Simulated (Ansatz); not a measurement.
# Calculations on BH₃OClF

**1. Relaxation**

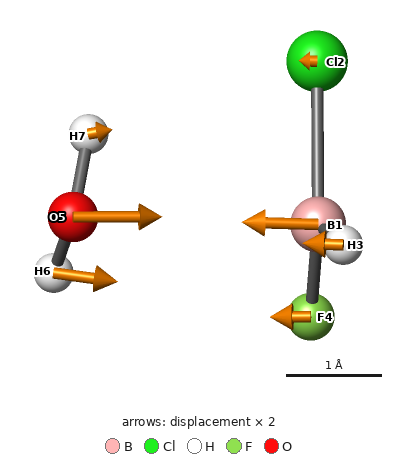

This is a relaxation of BH3OClF. The starting structure is drawn; orange arrows show the displacements, magnified 2 times. The two geometries are superimposed by the best rigid fit.

The picture is a ball-and-stick view, seen at a tilt.

The run prepares an end point of a later path (reaction) calculation, from a guessed geometry.

All numbers below come from Ansatz, RKS PBE-D4/def2-SVP. Set-up: no spin polarisation; force threshold 0.03 eV/Å; at most 50 steps.

### Describe the change and its energy.

The atom that moves furthest after the best rigid fit is O5 (0.47 Å). By element the largest moves are O 0.47 Å, B 0.40 Å, H 0.34 Å, F 0.22 Å, Cl 0.10 Å. Near-neighbour distances that change, for instance: B1–O5 2.598 → 1.721 Å, B1–F4 1.324 → 1.369 Å, B1–Cl2 1.831 → 1.855 Å, B1–H3 1.206 → 1.215 Å. New bonds form, among them: B1–O5 (2.60 → 1.72 Å). Bond angles that change, for instance: Cl2–B1–H3 120.1° → 115.5°, H3–B1–F4 122.1° → 118.0°, Cl2–B1–F4 117.0° → 113.9°. Over 6 accepted moves (8 points after the start) the energy falls by 8.03 kcal/mol. The largest force component goes from 0.88 to 0.02 eV/Å. The line search rejected the trial steps at points 4, 6 of the run. Cost: 20 s on 1 thread of Arm Neoverse V2 (shared host), peak memory 0.15 GiB.

Limits of the set-up: the start holds two separate molecules, 2.6 Å apart at their closest, whose relative position is a soft coordinate.

**2. Relaxation**

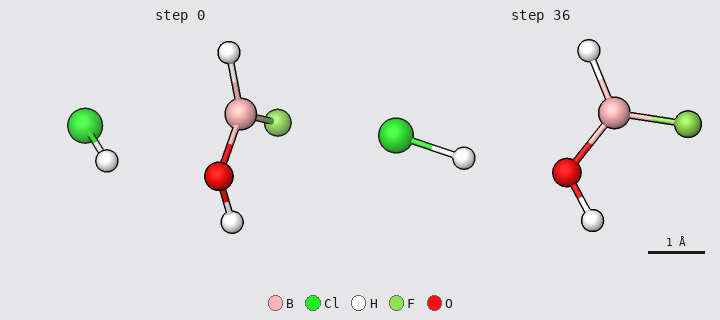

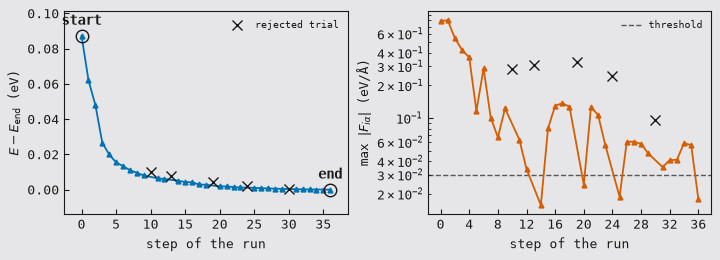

First and last geometry of a relaxation of BH3OClF, with the history of the run. A ball-and-stick model, seen at a tilt.

The run prepares an end point of a later path (reaction) calculation, from a guessed geometry.

The calculation used RKS PBE-D4/def2-SVP (Ansatz).

Input file:
```yaml
crystal:
  periodic: [false, false, false]
  atoms:
    - { symbol: B, position_ang: [0.058323, -0.425779, -0.402302] }
    - { symbol: Cl, position_ang: [-0.163086, 0.07605, 2.613539] }
    - { symbol: H, position_ang: [1.065233, 0.235484, -0.510984] }
    - { symbol: F, position_ang: [-1.142174, 0.086825, -0.692161] }
    - { symbol: O, position_ang: [0.169407, -1.760082, -0.038972] }
    - { symbol: H, position_ang: [-0.710856, -2.180803, 0.004158] }
    - { symbol: H, position_ang: [0.260053, -1.061295, 2.052422] }
basis:
  gaussian: { orbitals: def2-SVP }
hamiltonian:
  xc: pbe
  dispersion: d4
relax:
  f_tol: 0.03
  max_steps: 50
output:
  orbitals: {}
```

Launched with:
```bash
ansatz run input.yaml --threads 1 --pin off --max-ram 2048MiB --backend cpu --events-out ev --progress --plain --runs-dir out
```

### Did the run converge, and what did it change?

It converged. The energy falls by 0.087 eV in 31 accepted moves (36 points after the start). The largest force component goes from 0.79 to 0.018 eV/Å. The line search rejected the trial steps at points 10, 13, 19, 24, 30 of the run. The forces were under the threshold at step 14, but the run went on from there. The atom that moves furthest after the best rigid fit is F4 (1.49 Å). Largest moves by element: F 1.49 Å, Cl 1.10 Å, O 0.78 Å, H 0.64 Å, B 0.25 Å. Some distances before and after: Cl2–H7 1.337 → 1.310 Å, B1–O5 1.387 → 1.364 Å. Bond angles that change, for instance: B1–O5–H6 110.7° → 113.5°.

| step | E − E(0), eV | largest force component, eV/Å | note |
| --- | --- | --- | --- |
| 0 | 0.0000 | 0.7911 |  |
| 1 | -0.0252 | 0.7976 |  |
| 2 | -0.0393 | 0.5454 |  |
| 3 | -0.0607 | 0.4250 |  |
| 4 | -0.0673 | 0.3627 |  |
| 5 | -0.0719 | 0.1165 |  |
| 6 | -0.0739 | 0.2871 |  |
| 7 | -0.0763 | 0.1011 |  |
| 8 | -0.0778 | 0.0663 |  |
| 9 | -0.0793 | 0.1229 |  |
| 10 | -0.0775 | 0.2839 | rejected |
| 11 | -0.0809 | 0.0632 |  |
| 13 | -0.0794 | 0.3101 | rejected |
| 14 | -0.0823 | 0.0157 |  |
| 15 | -0.0830 | 0.0803 |  |
| 17 | -0.0844 | 0.1370 |  |
| 18 | -0.0845 | 0.1275 |  |
| 20 | -0.0854 | 0.0243 |  |
| 21 | -0.0855 | 0.1267 |  |
| 22 | -0.0858 | 0.1065 |  |
| 24 | -0.0851 | 0.2458 | rejected |
| 25 | -0.0863 | 0.0188 |  |
| 26 | -0.0865 | 0.0605 |  |
| 28 | -0.0867 | 0.0578 |  |
| 29 | -0.0869 | 0.0471 |  |
| 31 | -0.0870 | 0.0353 |  |
| 32 | -0.0871 | 0.0409 |  |
| 33 | -0.0872 | 0.0412 |  |
| 35 | -0.0873 | 0.0562 |  |
| 36 | -0.0873 | 0.0179 |  |

Limits of the set-up: the start holds two separate molecules, 2.2 Å apart at their closest, whose relative position is a soft coordinate.

**3. Path**

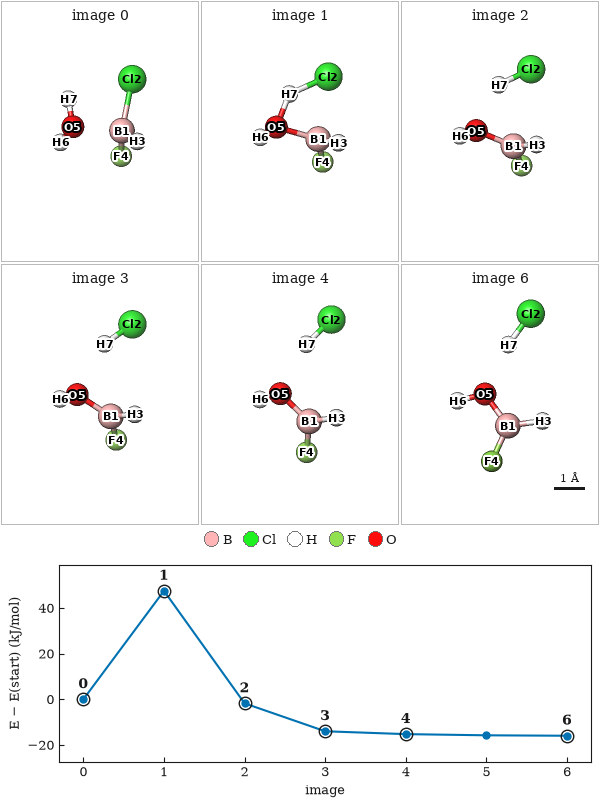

A nudged-elastic-band calculation for BH₃OClF. Images are numbered from 0 (start) to 6 (end). A ball-and-stick model, seen face on.

Method: Ansatz 0.2.0, RKS PBE-D4/def2-SVP.

Input file:
```yaml
crystal:
  periodic: [false, false, false]
  atoms:
    - { symbol: B, position_ang: [0.05418, -0.080521, 0.148868] }
    - { symbol: Cl, position_ang: [-0.068938, 0.532935, 1.895108] }
    - { symbol: H, position_ang: [1.074283, 0.217499, -0.43904] }
    - { symbol: F, position_ang: [-1.125307, -0.025149, -0.543935] }
    - { symbol: O, position_ang: [0.185336, -1.770647, 0.448242] }
    - { symbol: H, position_ang: [-0.656347, -2.127215, 0.086872] }
    - { symbol: H, position_ang: [0.073692, -1.776501, 1.429585] }
basis:
  gaussian: { orbitals: def2-SVP }
hamiltonian:
  xc: pbe
  dispersion: d4
neb:
  order_check: false
  images: 5
  f_tol: 0.05
  max_iterations: 60
  final_atoms:
    - { symbol: B, position_ang: [-0.1234643, -0.37325464, -0.61683639] }
    - { symbol: Cl, position_ang: [0.69264347, -0.42165631, 3.26405259] }
    - { symbol: H, position_ang: [0.50986593, 0.62894188, -0.37797617] }
    - { symbol: F, position_ang: [-0.64062026, -0.5912496, -1.82956492] }
    - { symbol: O, position_ang: [-0.31271072, -1.29538196, 0.36971947] }
    - { symbol: H, position_ang: [-0.83956001, -2.06821265, 0.0848754] }
    - { symbol: H, position_ang: [0.25074489, -0.90878572, 2.13143002] }
  initial_path:
    images:
      - { positions_ang: [[0.05418, -0.080521, 0.148868], [-0.068938, 0.532935, 1.895108], [1.074283, 0.217499, -0.43904], [-1.125307, -0.025149, -0.543935], [0.185336, -1.770647, 0.448242], [-0.656347, -2.127215, 0.086872], [0.073692, -1.776501, 1.429585]] }
      - { positions_ang: [[0.03689083, -0.05439758, 0.09817932], [-0.04672267, 0.35800265, 1.9989964], [1.06087131, 0.14268722, -0.49137129], [-1.13000724, -0.01776186, -0.58448384], [0.1467247, -1.72075122, 0.48005648], [-0.59651831, -2.15392734, 0.03427102], [0.06566038, -1.58345089, 1.49005191]] }
      - { positions_ang: [[0.01960166, -0.02827415, 0.04749063], [-0.02450733, 0.18307031, 2.1028848], [1.04745962, 0.06787545, -0.54370259], [-1.13470748, -0.01037471, -0.62503268], [0.1081134, -1.67085544, 0.51187096], [-0.53668962, -2.18063968, -0.01832995], [0.05762875, -1.39040077, 1.55051882]] }
      - { positions_ang: [[0.00231249, -0.00215073, -0.00319805], [-0.002292, 0.00813796, 2.2067732], [1.03404793, -0.00693633, -0.59603388], [-1.13940773, -0.00298757, -0.66558152], [0.0695021, -1.62095965, 0.54368544], [-0.47686092, -2.20735202, -0.07093093], [0.04959713, -1.19735066, 1.61098574]] }
      - { positions_ang: [[-0.03961311, -0.12585203, -0.20774416], [0.22935316, -0.1351268, 2.55919967], [0.8593206, 0.20502307, -0.52334798], [-0.97314524, -0.19907491, -1.05357599], [-0.05790217, -1.51243376, 0.48569678], [-0.59776062, -2.16097223, -0.01899549], [0.11664638, -1.10116235, 1.78446716]] }
      - { positions_ang: [[-0.0815387, -0.24955334, -0.41229028], [0.46099831, -0.27839155, 2.91162613], [0.68459326, 0.41698247, -0.45066207], [-0.80688275, -0.39516225, -1.44157045], [-0.18530645, -1.40390786, 0.42770813], [-0.71866032, -2.11459244, 0.03293996], [0.18369564, -1.00497403, 1.95794859]] }
      - { positions_ang: [[-0.1234643, -0.37325464, -0.61683639], [0.69264347, -0.42165631, 3.26405259], [0.50986593, 0.62894188, -0.37797617], [-0.64062026, -0.5912496, -1.82956492], [-0.31271072, -1.29538196, 0.36971947], [-0.83956001, -2.06821265, 0.0848754], [0.25074489, -0.90878572, 2.13143002]] }
```

Command:
```bash
ansatz run input.yaml --threads 1 --pin off --max-ram 2048MiB --backend cpu --events-out ev --progress --plain --runs-dir out
```

Q: Describe the mechanism and the energy profile.

A: The highest point, image 1, lies 47.5 kJ/mol above the start and 63.5 kJ/mol above the end; the end is at −16.0 kJ/mol relative to the start. Breaking: B1–Cl2 (1.85 → 2.24 at the top → 3.97 Å), O5–H7 (0.99 → 1.27 at the top → 1.89 Å). Forming: B1–O5 (1.72 → 1.50 at the top → 1.36 Å), Cl2–H7 (2.36 → 1.54 at the top → 1.31 Å). The band converged in 16 iterations. The largest component of the band force went from 7.7 to 0.035 eV/Å. The climbing image converged on the top of the path. Its vibrational analysis gives one imaginary mode (805i cm⁻¹), as a transition state must have.
